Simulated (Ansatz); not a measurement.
# One shape, several levels: C4H5NO2 (succinimide)

Aim: a comparison of 6 runs (B2PLYP/6-31G*, BHLYP/6-31G*, PBE0/6-31G*, SVWN5/6-31G*, wB97X/6-31G*, CCSD/6-31G*) of C4H5NO2 (succinimide). 

The calculation is run with Ansatz 0.2.0.

61 further runs of the same task are left out: 61 set aside as unsound or not needed.

## Step 1: The molecule

C4H5NO2 has 12 atoms, charge 0, and is taken as a singlet. As SMILES, `O=C1CCC(=O)N1`. The C4–H10 distance was set to 2.400 Å, away from the relaxed value. At this shape a bond of the SMILES string is far longer than usual.

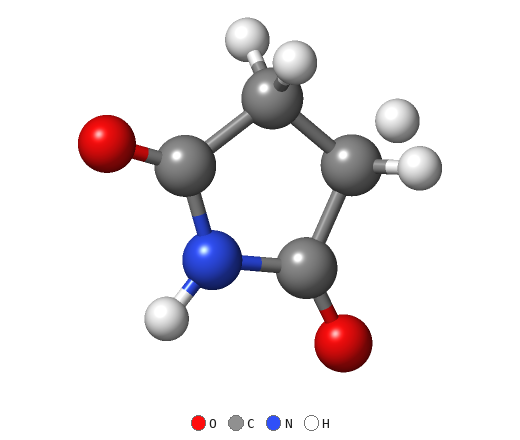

The structure, seen from a chosen angle (oxygen red, carbon grey, nitrogen blue, hydrogen white).

## Step 2: A single-point energy at B2PLYP/6-31G(d) (spherical functions) (run 1)

The input, input.yaml:

```yaml
crystal:
  periodic: [false, false, false]
  atoms:
    - symbol: O
      position_ang: [1.680452, -0.462102, 2.935061]
    - symbol: C
      position_ang: [0.926612, 0.000918, 2.123931]
    - symbol: C
      position_ang: [-0.309178, -0.643552, 1.528591]
    - symbol: C
      position_ang: [-0.879128, 0.388318, 0.561411]
    - symbol: C
      position_ang: [0.056572, 1.577758, 0.643001]
    - symbol: O
      position_ang: [-0.017168, 2.615238, 0.044001]
    - symbol: N
      position_ang: [1.042412, 1.254498, 1.555151]
    - symbol: H
      position_ang: [-0.012878, -1.577802, 1.049101]
    - symbol: H
      position_ang: [-0.987498, -0.904252, 2.342471]
    - symbol: H
      position_ang: [-0.954610, -0.361510, -1.717620]
    - symbol: H
      position_ang: [-1.884728, 0.723598, 0.820041]
    - symbol: H
      position_ang: [1.792032, 1.887888, 1.789081]
basis:
  gaussian:
    orbitals: 6-31G_st_-spherical.json
hamiltonian:
  xc: {name: B2PLYP}
correlation:
  frozen_orbitals: {C: 1, H: 0, "N": 1, O: 1}
accuracy: high
output: {orbitals: {seedname: orbitals}}
```

The basis set 6-31G* is read from a file made from the Basis Set Exchange's data (not shown).

Started as:

```
$ ansatz run input.yaml --threads 1 --pin off --max-ram 3480MiB --events-out events.jsonl --progress --plain --runs-dir runs
```

Output:

```text
Warning: RAYON_NUM_THREADS=1 ignored (pool sized by the plan → 1); use --threads N
Functional definition: B2PLYP
  name "B2PLYP"
  parameter a = 0.53
  parameter c = 0.27
  exchange = (1 - a)*b88_x + a*exact_x
  correlation = (1 - c)*lyp_c + c*(mp2_os + mp2_ss)
2639 factors; integrals over basis functions are off by at most 4.2e-9 eV
mean field evaluation 1: about -9781.8932 eV, gradient 6.0e1 eV
mean field evaluation 2: about -9781.9793 eV, gradient 5.9e1 eV
mean field evaluation 4: about -9789.8640 eV, gradient 9.1e0 eV
mean field evaluation 8: about -9790.0604 eV, gradient 4.9e-1 eV
mean field evaluation 16: about -9790.0671 eV, gradient 1.4e-3 eV
mean field -9790.06713519 eV, -359.7783312726 hartree, gradient 7.3e-8 eV, S^2 0.000000; 0 other end points of the search recorded, 0 dependent functions left out; unrestricted orbitals would lower it
7 core orbitals not correlated: weight in the atoms' cores, before any rotation towards them, 1.000 or more for the frozen orbitals, at most 0.000 for the correlated occupied ones
reference -9790.06715822 eV, -359.7783321186 hartree; 19, 19 occupied and 82, 82 virtual orbitals, 2639 factors
second order -35.22291387 eV of doubles, -0.00000000 eV of singles
Total energy: -9799.57734496 eV, -360.1278250352 hartree
```

Wall time 17 s (1 thread of Arm Neoverse V2, shared host); peak memory 0.48 GiB.

## Step 3: A single-point energy at BHLYP/6-31G(d) (spherical functions) (run 2)

The input, job.yaml:

```yaml
crystal:
  periodic: [false, false, false]
  atoms:
    - symbol: O
      position_ang: [1.680452, -0.462102, 2.935061]
    - symbol: C
      position_ang: [0.926612, 0.000918, 2.123931]
    - symbol: C
      position_ang: [-0.309178, -0.643552, 1.528591]
    - symbol: C
      position_ang: [-0.879128, 0.388318, 0.561411]
    - symbol: C
      position_ang: [0.056572, 1.577758, 0.643001]
    - symbol: O
      position_ang: [-0.017168, 2.615238, 0.044001]
    - symbol: "N"
      position_ang: [1.042412, 1.254498, 1.555151]
    - symbol: H
      position_ang: [-0.012878, -1.577802, 1.049101]
    - symbol: H
      position_ang: [-0.987498, -0.904252, 2.342471]
    - symbol: H
      position_ang: [-0.954610, -0.361510, -1.717620]
    - symbol: H
      position_ang: [-1.884728, 0.723598, 0.820041]
    - symbol: H
      position_ang: [1.792032, 1.887888, 1.789081]
basis:
  gaussian:
    orbitals: 6-31G_st_-spherical.json
hamiltonian:
  xc: {name: BHLYP}
accuracy: high
output: {orbitals: {seedname: orbitals}}
```

The basis set 6-31G* is read from a file made from the Basis Set Exchange's data (not shown).

Started as:

```
$ ansatz run job.yaml --threads 1 --pin off --max-ram 3480MiB --events-out events.jsonl --progress --plain --runs-dir runs
```

Output:

```text
Warning: RAYON_NUM_THREADS=1 ignored (pool sized by the plan → 1); use --threads N
Functional definition: BHLYP
  name "BHLYP"
  parameter a = 0.5
[... 1 set-up line as earlier in the session ...]
  correlation = lyp_c
2639 factors; integrals over basis functions are off by at most 4.2e-9 eV
mean field evaluation 1: about -9794.7465 eV, gradient 6.1e1 eV
mean field evaluation 2: about -9789.6341 eV, gradient 7.9e1 eV
mean field evaluation 4: about -9803.2720 eV, gradient 5.2e0 eV
mean field evaluation 8: about -9803.4187 eV, gradient 5.1e-1 eV
mean field evaluation 16: about -9803.4197 eV, gradient 1.3e-3 eV
mean field -9803.41972581 eV, -360.2690299271 hartree, gradient 9.5e-8 eV, S^2 0.000000; 0 other end points of the search recorded, 0 dependent functions left out
reference -9803.41975041 eV, -360.2690308310 hartree; 26, 26 occupied and 82, 82 virtual orbitals, 2639 factors
Total energy: -9803.41975041 eV, -360.2690308310 hartree
```

It took 13 s on 1 thread of Arm Neoverse V2, shared host; peak memory 0.44 GiB.

Runs 3 to 5 aren't shown in full; the table further down has their settings and results.

## Step 4: A single-point energy at CCSD/6-31G(d) (spherical functions) (run 6)

The input, run.yaml:

```yaml
crystal:
  periodic: [false, false, false]
  atoms:
    - {symbol: O, position_ang: [1.680452, -0.462102, 2.935061]}
    - {symbol: C, position_ang: [0.926612, 0.000918, 2.123931]}
    - {symbol: C, position_ang: [-0.309178, -0.643552, 1.528591]}
    - {symbol: C, position_ang: [-0.879128, 0.388318, 0.561411]}
    - {symbol: C, position_ang: [0.056572, 1.577758, 0.643001]}
    - {symbol: O, position_ang: [-0.017168, 2.615238, 0.044001]}
    - {symbol: N, position_ang: [1.042412, 1.254498, 1.555151]}
    - {symbol: H, position_ang: [-0.012878, -1.577802, 1.049101]}
    - {symbol: H, position_ang: [-0.987498, -0.904252, 2.342471]}
    - {symbol: H, position_ang: [-0.954610, -0.361510, -1.717620]}
    - {symbol: H, position_ang: [-1.884728, 0.723598, 0.820041]}
    - {symbol: H, position_ang: [1.792032, 1.887888, 1.789081]}
basis:
  gaussian:
    orbitals: 6-31G_st_-spherical.json
correlation:
  method: ccsd
  frozen_orbitals: {C: 1, H: 0, "N": 1, O: 1}
accuracy: high
scf:
  omitted_lower_state_checks: [cluster_reference, increment]
```

The basis set 6-31G* is read from a file made from the Basis Set Exchange's data (not shown).

Started as:

```
$ ansatz run run.yaml --threads 1 --pin off --max-ram 3480MiB --events-out events.jsonl --progress --plain --runs-dir runs
```

Output:

```text
Warning: RAYON_NUM_THREADS=1 ignored (pool sized by the plan → 1); use --threads N
[... 12 lines left out ...]
7 core orbitals not correlated: weight in the atoms' cores, before any rotation towards them, 1.000 or more for the frozen orbitals, at most 0.000 for the correlated occupied ones
[... 32 lines left out ...]
WARN: these amplitudes may be one of several solutions (largest doubles amplitude 0.39, level shift 1.66 eV)
Total energy: -9781.73584783 eV, -359.4721621089 hartree
Checks for a lower state left out: cluster_reference, increment
```

It took 75 s on 1 thread of Arm Neoverse V2, shared host; peak memory 1 GiB.

## Step 5: All runs side by side

```tsv
run	level	frozen core orbitals	energy (Eh)	HOMO energy (eV)	LUMO energy (eV)	HOMO–LUMO gap (eV)	wall time
1	B2PLYP/6-31G* (spherical functions)	7	-360.127825	-8.31	-2.58	5.73	17 s
2	BHLYP/6-31G* (spherical functions)	–	-360.269031	-8.40	-2.89	5.51	13 s
3	PBE0/6-31G* (spherical functions)	–	-360.086788	-7.42	-3.74	3.68	13 s
4	SVWN5/6-31G* (spherical functions)	–	-357.571907	-6.02	-4.41	1.61	7.2 s
5	wB97X/6-31G* (spherical functions)	–	-360.385595	-9.62	-1.75	7.87	45 s
6	CCSD/6-31G* (spherical functions)	7	-359.472162	–	–	–	75 s
```

## Step 6: Results

| quantity | value |
| --- | --- |
| run 6: total energy | -359.47216 Eh |
| run 6: correlation energy (7 core orbitals frozen) | -1084.1 mEh |
| run 6: T1 diagnostic | 0.020 |

What this shows: Over runs 1, 2, 3, 4, 5 the HOMO–LUMO gap runs from 1.61 eV (SVWN5/6-31G*) to 7.87 eV (wB97X/6-31G*). Totals of different functionals can't be ranked against each other. In runs 1, 6 the log says that unrestricted orbitals would lower the reference, so the values rest on an unstable closed-shell determinant (other closed-shell runs at this shape may share the fault). In runs 1, 2, 3, 4, 5, 6 a closed-shell determinant meets a far-stretched bond, which it describes badly. All runs together took 2.8 min, the longest 75 s.
